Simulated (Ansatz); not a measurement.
# Run report: CH6O3Si, geometry relaxation (part 1 of 2)

- system: CH6O3Si
- method: RKS B3LYP/6-31G (Ansatz 0.2.0)

It belongs to a series of runs on one base structure; here: start relaxed. Figures and captions count atoms from 1; the log counts them from 0 in places.

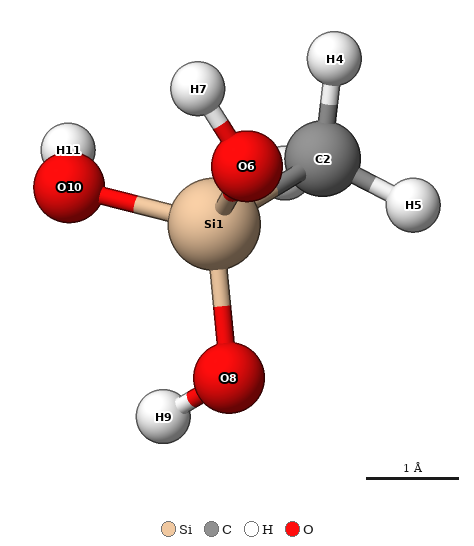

**Figure 1.** The structure as given in the input (ball-and-stick view, seen at a tilt; atoms are numbered from 1 in the order of the input). Bond lengths as drawn: C–H 1.11 Å, C–Si 1.87 Å, H–O 1.01 Å and O–Si 1.68 Å.

## Results in brief

| quantity | value |
| --- | --- |
| outcome | converged |
| total energy | −15153.7582 eV |
| mean-field energy | −15153.7582 eV |
| largest force (length of the vector) at the end | 0.018 eV/Å |
| hardware | 1 thread of Arm Neoverse V1, 24 GiB of memory available, shared host |
| wall time | 43 s |
| peak memory | 0.14 GiB |

## The input
```yaml
crystal:
  periodic: [false, false, false]
  atoms:
    - { symbol: Si, position_ang: [0.0, 0.0, 0.0] }
    - { symbol: C, position_ang: [0.0, 0.0, 1.87] }
    - { symbol: H, position_ang: [-0.9996, -0.3092, 2.2405] }
    - { symbol: H, position_ang: [0.7676, -0.7111, 2.2405] }
    - { symbol: H, position_ang: [0.232, 1.0203, 2.2405] }
    - { symbol: O, position_ang: [1.5842, 0.0, -0.5594] }
    - { symbol: H, position_ang: [1.9006, -0.9521, -0.6761] }
    - { symbol: O, position_ang: [-0.7913, 1.3709, -0.5594] }
    - { symbol: H, position_ang: [-1.7491, 1.1401, -0.7818] }
    - { symbol: O, position_ang: [-0.7913, -1.3709, -0.5594] }
    - { symbol: H, position_ang: [-1.2459, -1.8365, 0.2129] }
basis:
  gaussian: { orbitals: "6-31G" }
hamiltonian:
  xc: b3lyp
relax:
  f_tol: 0.02
  max_steps: 40
output:
  orbitals: {}
```

Run as:
```bash
ansatz run input.yaml --threads 1 --pin off --max-ram 2048MiB --backend cpu --events-out ev --progress --plain --runs-dir out
```

## The program's output
```
The last accepted step is kept in [file] (removed where the run ends without a failure and the disk answers)
Engine: ansatz 0.2.0, aarch64-unknown-linux-gnu
Functional definition: B3LYP
  parameter a0 = 0.2
  parameter ax = 0.72
  parameter ac = 0.81
  exchange = (1 - a0 - ax)*slater_x + ax*b88_x + a0*exact_x
  correlation = (1 - ac)*vwn_rpa_c + ac*lyp_c
765 factors; integrals over basis functions are off by at most 1.7e-4 eV
mean field evaluation 1: about -15138.4861 eV, gradient 8.8e1 eV
mean field evaluation 2: about -15121.2063 eV, gradient 1.3e2 eV
mean field evaluation 4: about -15152.9467 eV, gradient 4.0e0 eV
mean field evaluation 8: about -15153.0139 eV, gradient 4.6e-2 eV
mean field -15153.01388483 eV, -556.8629891860 hartree, gradient 3.9e-5 eV, S^2 0.000000; 0 other end points of the search recorded, 0 dependent functions left out
the calculation of the forces begins
reference -15153.01410986 eV, -556.8629974554 hartree; 25, 25 occupied and 36, 36 virtual orbitals, 765 factors
relax step   1: F+E_penalty+E_count = -15153.01388483 eV  Δ(F+E_penalty+E_count) = +0.000e0 eV  max|allowed force component| = 2.197e0 eV/Å  Δτ_max = 0.0000 Å  (25 SCF iters, accepted)
these checks for a lower state are left out or cut short: starts, cluster_reference, orbital_swaps, neighbouring_geometries, increment
765 factors; integrals over basis functions are off by at most 1.7e-4 eV
mean field evaluation 16: about -15153.3261 eV, gradient 1.4e-1 eV
mean field -15153.35652011 eV, -556.8755808000 hartree, gradient 7.7e-6 eV, S^2 0.000000; 0 other end points of the search recorded, 0 dependent functions left out
the calculation of the forces begins
reference -15153.35674696 eV, -556.8755891365 hartree; 25, 25 occupied and 36, 36 virtual orbitals, 765 factors
relax step   2: F+E_penalty+E_count = -15153.35652011 eV  Δ(F+E_penalty+E_count) = -3.426e-1 eV  max|allowed force component| = 1.293e0 eV/Å  Δτ_max = 0.1482 Å  (30 SCF iters, accepted)
these checks for a lower state are left out or cut short: starts, cluster_reference, orbital_swaps, neighbouring_geometries, increment
765 factors; integrals over basis functions are off by at most 1.7e-4 eV
mean field -15153.51729348 eV, -556.8814891123 hartree, gradient 2.0e-5 eV, S^2 0.000000; 0 other end points of the search recorded, 0 dependent functions left out
the calculation of the forces begins
reference -15153.51752040 eV, -556.8814974515 hartree; 25, 25 occupied and 36, 36 virtual orbitals, 765 factors
relax step   3: F+E_penalty+E_count = -15153.51729348 eV  Δ(F+E_penalty+E_count) = -1.608e-1 eV  max|allowed force component| = 4.544e-1 eV/Å  Δτ_max = 0.1446 Å  (29 SCF iters, accepted)
these checks for a lower state are left out or cut short: starts, cluster_reference, orbital_swaps, neighbouring_geometries, increment
765 factors; integrals over basis functions are off by at most 1.6e-4 eV
mean field evaluation 32: about -15153.6125 eV, gradient 2.2e-3 eV
mean field -15153.61254494 eV, -556.8849895390 hartree, gradient 2.4e-5 eV, S^2 0.000000; 0 other end points of the search recorded, 0 dependent functions left out
the calculation of the forces begins
reference -15153.61277072 eV, -556.8849978364 hartree; 25, 25 occupied and 36, 36 virtual orbitals, 765 factors
relax step   4: F+E_penalty+E_count = -15153.61254494 eV  Δ(F+E_penalty+E_count) = -9.525e-2 eV  max|allowed force component| = 4.722e-1 eV/Å  Δτ_max = 0.2000 Å  (30 SCF iters, accepted)
these checks for a lower state are left out or cut short: starts, cluster_reference, orbital_swaps, neighbouring_geometries, increment
765 factors; integrals over basis functions are off by at most 1.7e-4 eV
mean field -15153.69133919 eV, -556.8878851742 hartree, gradient 9.2e-6 eV, S^2 0.000000; 0 other end points of the search recorded, 0 dependent functions left out
the calculation of the forces begins
reference -15153.69156498 eV, -556.8878934718 hartree; 25, 25 occupied and 36, 36 virtual orbitals, 765 factors
relax step   5: F+E_penalty+E_count = -15153.69133919 eV  Δ(F+E_penalty+E_count) = -7.879e-2 eV  max|allowed force component| = 2.824e-1 eV/Å  Δτ_max = 0.2000 Å  (30 SCF iters, accepted)
these checks for a lower state are left out or cut short: starts, cluster_reference, orbital_swaps, neighbouring_geometries, increment
765 factors; integrals over basis functions are off by at most 1.8e-4 eV
mean field -15153.70982508 eV, -556.8885645182 hartree, gradient 1.1e-5 eV, S^2 0.000000; 0 other end points of the search recorded, 0 dependent functions left out
the calculation of the forces begins
reference -15153.71005186 eV, -556.8885728522 hartree; 25, 25 occupied and 36, 36 virtual orbitals, 765 factors
relax step   6: F+E_penalty+E_count = -15153.70982508 eV  Δ(F+E_penalty+E_count) = -1.849e-2 eV  max|allowed force component| = 3.417e-1 eV/Å  Δτ_max = 0.2000 Å  (31 SCF iters, accepted)
these checks for a lower state are left out or cut short: starts, cluster_reference, orbital_swaps, neighbouring_geometries, increment
765 factors; integrals over basis functions are off by at most 1.8e-4 eV
mean field -15153.75124149 eV, -556.8900865433 hartree, gradient 1.5e-5 eV, S^2 0.000000; 0 other end points of the search recorded, 0 dependent functions left out
the calculation of the forces begins
reference -15153.75146647 eV, -556.8900948112 hartree; 25, 25 occupied and 36, 36 virtual orbitals, 765 factors
relax step   7: F+E_penalty+E_count = -15153.75124149 eV  Δ(F+E_penalty+E_count) = -4.142e-2 eV  max|allowed force component| = 1.125e-1 eV/Å  Δτ_max = 0.1676 Å  (29 SCF iters, accepted)
these checks for a lower state are left out or cut short: starts, cluster_reference, orbital_swaps, neighbouring_geometries, increment
765 factors; integrals over basis functions are off by at most 1.8e-4 eV
mean field -15153.75652626 eV, -556.8902807551 hartree, gradient 1.6e-5 eV, S^2 0.000000; 0 other end points of the search recorded, 0 dependent functions left out
the calculation of the forces begins
reference -15153.75675091 eV, -556.8902890107 hartree; 25, 25 occupied and 36, 36 virtual orbitals, 765 factors
relax step   8: F+E_penalty+E_count = -15153.75652626 eV  Δ(F+E_penalty+E_count) = -5.285e-3 eV  max|allowed force component| = 5.717e-2 eV/Å  Δτ_max = 0.0642 Å  (28 SCF iters, accepted)
these checks for a lower state are left out or cut short: starts, cluster_reference, orbital_swaps, neighbouring_geometries, increment
765 factors; integrals over basis functions are off by at most 1.8e-4 eV
mean field evaluation 64: about -15153.6852 eV, gradient 2.9e0 eV
mean field -15153.75708015 eV, -556.8903011101 hartree, gradient 1.5e-5 eV, S^2 0.000000; 0 other end points of the search recorded, 0 dependent functions left out
the calculation of the forces begins
reference -15153.75730492 eV, -556.8903093700 hartree; 25, 25 occupied and 36, 36 virtual orbitals, 765 factors
relax step   9: F+E_penalty+E_count = -15153.75708015 eV  Δ(F+E_penalty+E_count) = -5.539e-4 eV  max|allowed force component| = 1.667e-1 eV/Å  Δτ_max = 0.0687 Å  (30 SCF iters, accepted)
these checks for a lower state are left out or cut short: starts, cluster_reference, orbital_swaps, neighbouring_geometries, increment
765 factors; integrals over basis functions are off by at most 1.8e-4 eV
mean field -15153.75517691 eV, -556.8902311673 hartree, gradient 1.5e-5 eV, S^2 0.000000; 0 other end points of the search recorded, 0 dependent functions left out
the calculation of the forces begins
reference -15153.75540119 eV, -556.8902394096 hartree; 25, 25 occupied and 36, 36 virtual orbitals, 765 factors
relax step  10: F+E_penalty+E_count = -15153.75517691 eV  Δ(F+E_penalty+E_count) = +1.903e-3 eV  max|allowed force component| = 3.004e-1 eV/Å  Δτ_max = 0.0225 Å  (31 SCF iters, rejected (line search))
these checks for a lower state are left out or cut short: starts, cluster_reference, orbital_swaps, neighbouring_geometries, increment
765 factors; integrals over basis functions are off by at most 1.8e-4 eV
mean field -15153.75795332 eV, -556.8903331986 hartree, gradient 1.2e-5 eV, S^2 0.000000; 0 other end points of the search recorded, 0 dependent functions left out
the calculation of the forces begins
reference -15153.75817789 eV, -556.8903414513 hartree; 25, 25 occupied and 36, 36 virtual orbitals, 765 factors
relax step  11: F+E_penalty+E_count = -15153.75795332 eV  Δ(F+E_penalty+E_count) = -8.732e-4 eV  max|allowed force component| = 1.663e-2 eV/Å  Δτ_max = 0.0113 Å  (25 SCF iters, accepted)
765 factors; integrals over basis functions are off by at most 1.8e-4 eV
mean field evaluation 96: about -15153.7580 eV, gradient 1.2e-3 eV
```

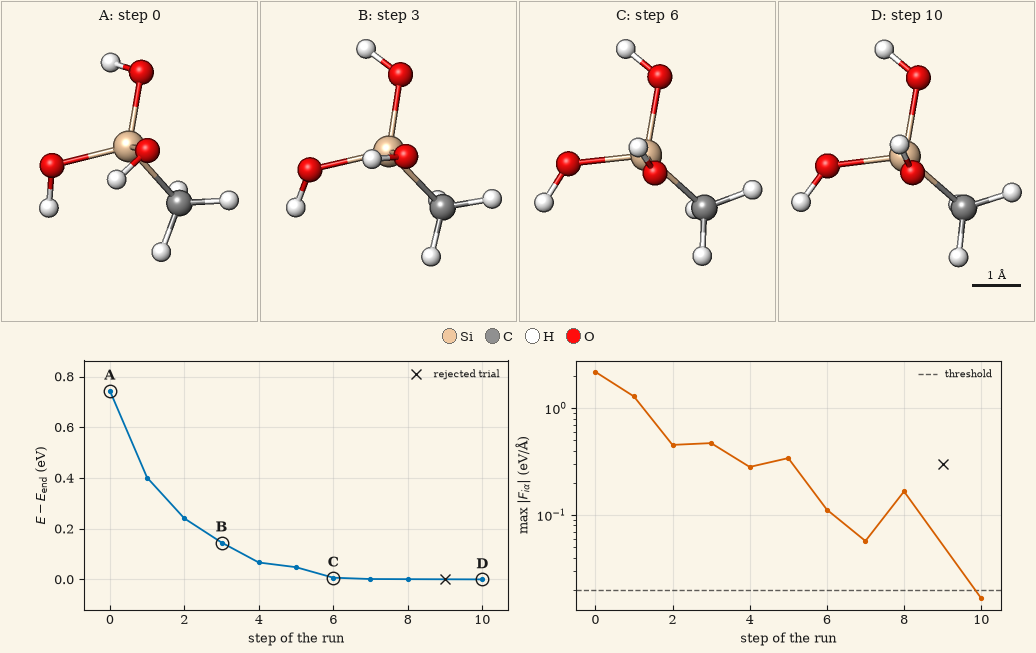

**Figure 2.** Frames of the relaxation (ball-and-stick view, seen at a tilt) above the curves, on which the letters mark them (the first geometry is step 0 here and step 1 in the log).

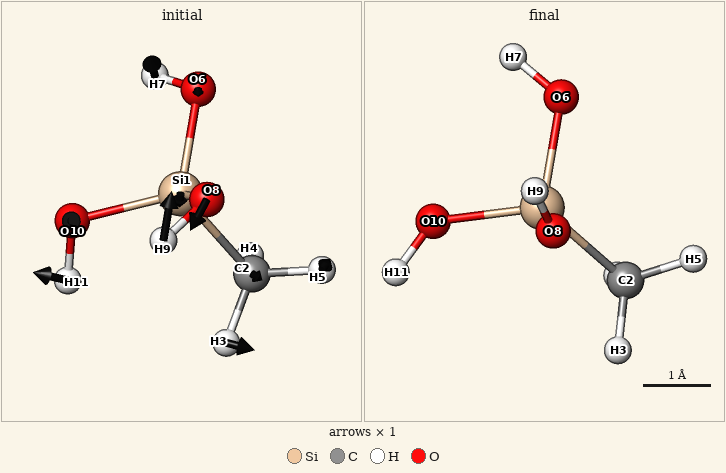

**Figure 3.** Before (left) and after (right) the relaxation, at one scale (ball-and-stick view, seen at a tilt). The black arrows give the displacements, at true length. The largest move after the best rigid fit is that of H9, 0.76 Å. Largest moves by element: H 0.76 Å, O 0.54 Å, Si 0.26 Å, C 0.20 Å. Distances before and after: Si1–O10 1.679 → 1.720 Å, O10–H11 1.010 → 0.969 Å, Si1–O6 1.680 → 1.708 Å, C2–H3 1.110 → 1.094 Å. Among the angles that change: Si1–O10–H11 109.5° → 125.0°, Si1–O8–H9 109.5° → 124.4°, Si1–O6–H7 109.5° → 121.6°. The energy falls by 0.744 eV in 10 geometry steps. Largest force component: 2.2 eV/Å at the start, 0.017 eV/Å at the end. The line search rejected the trial step at point 9 (counted from 0) and went back. (Atoms are counted from 1 in the order of the input.)

```
mean field -15153.75795332 eV, -556.8903331986 hartree, gradient 1.2e-5 eV, S^2 0.000000; 1 other end points of the search recorded, 0 dependent functions left out
the calculation of the forces begins
reference -15153.75817789 eV, -556.8903414513 hartree; 25, 25 occupied and 36, 36 virtual orbitals, 765 factors
Total energy: -15153.75817789 eV, -556.8903414513 hartree
Atom 0 at    -0.080175    -0.146655     0.203022 Å, force     0.000445    -0.003204    -0.005670 eV/Å
Atom 1 at     0.024896     0.066721     2.060117 Å, force    -0.004988    -0.002688     0.005599 eV/Å
Atom 2 at    -0.973413     0.068126     2.507876 Å, force     0.014607     0.000610    -0.007667 eV/Å
Atom 3 at     0.615613    -0.737946     2.506373 Å, force    -0.003527     0.009802    -0.001020 eV/Å
Atom 4 at     0.504564     1.022551     2.289537 Å, force    -0.003450    -0.007097     0.003295 eV/Å
Atom 5 at     1.453304     0.030235    -0.527793 Å, force     0.011259    -0.006329    -0.008139 eV/Å
Atom 6 at     1.780735    -0.606376    -1.183577 Å, force    -0.007305     0.007688     0.010310 eV/Å
Atom 7 at    -1.177110     1.044925    -0.347279 Å, force    -0.002763     0.003161    -0.000346 eV/Å
Atom 8 at    -1.208645     1.382955    -1.255567 Å, force    -0.000595    -0.003094     0.002391 eV/Å
Atom 9 at    -0.565734    -1.710496    -0.322512 Å, force    -0.016629    -0.002668     0.005303 eV/Å
Atom 10 at    -1.466836    -2.062540    -0.261897 Å, force     0.012948     0.003819    -0.004057 eV/Å
Dipole moment:    -0.247673    -0.209522    -0.115904 e Å
```
